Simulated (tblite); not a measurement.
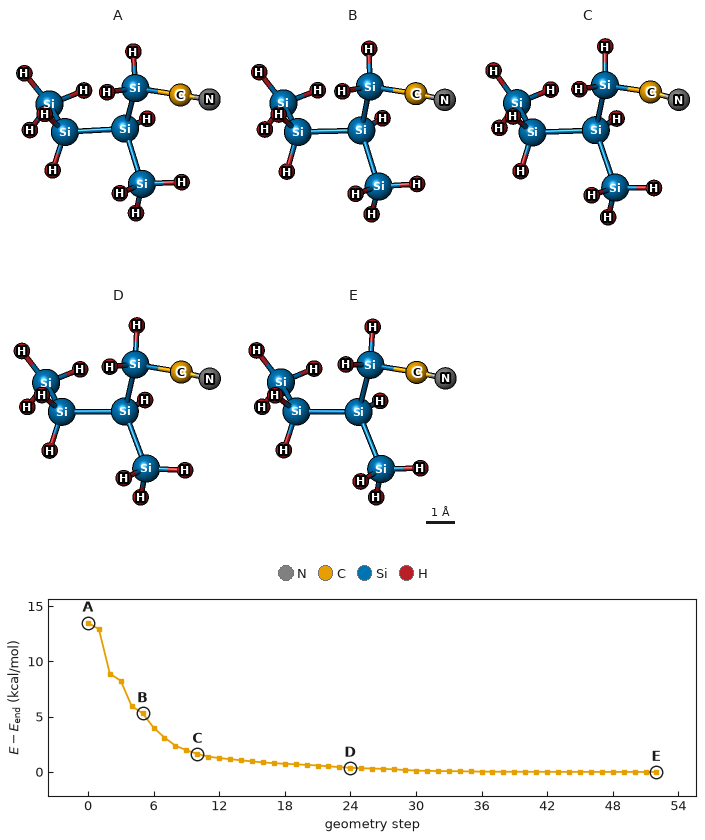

Frames of a relaxation of CH₁₁NSi₅, marked on the history of the run. Style: ball-and-stick. Shown from a free direction.

Method: GFN2-xTB geometry optimisation, gas phase (tblite). 

What happens along the run?

Over 52 geometry steps the energy falls by 13.5 kcal/mol. An H atom moves most after the best rigid fit: 0.37 Å. By element the largest moves are H 0.37 Å, Si 0.25 Å, C 0.11 Å, N 0.05 Å. Near-neighbour distances that change, for instance: Si–Si 2.227 → 2.342 Å, Si–Si 2.221 → 2.314 Å, C–Si 1.819 → 1.866 Å, H–Si 1.488 → 1.461 Å. Among the angles between lasting bonds that change: Si–Si–H 105.6° → 118.0°, Si–Si–Si 106.9° → 115.5°, C–Si–H 110.3° → 103.1°. From step 0 to 5: an H atom moves most (0.12 Å), energy −8.21 kcal/mol. From step 5 to 10: H atoms move most (0.17 Å), energy −3.68 kcal/mol. From step 10 to 24: an H atom moves most (0.13 Å), energy −1.26 kcal/mol. From step 24 to 52: an H atom moves most (0.14 Å), energy −0.37 kcal/mol.

```
step  E − E(0), kcal/mol
   0                0.00
   1               -0.59
   2               -4.61
   3               -5.26
   4               -7.56
   5               -8.21
   6               -9.51
   7              -10.40
   8              -11.14
   9              -11.55
  10              -11.88
  12              -12.26
  14              -12.46
  17              -12.72
  19              -12.83
  21              -12.93
  23              -13.08
  25              -13.18
  28              -13.28
  30              -13.39
  32              -13.43
  34              -13.45
  37              -13.49
  39              -13.50
  41              -13.50
  43              -13.51
  45              -13.51
  48              -13.51
  50              -13.51
  52              -13.52
```
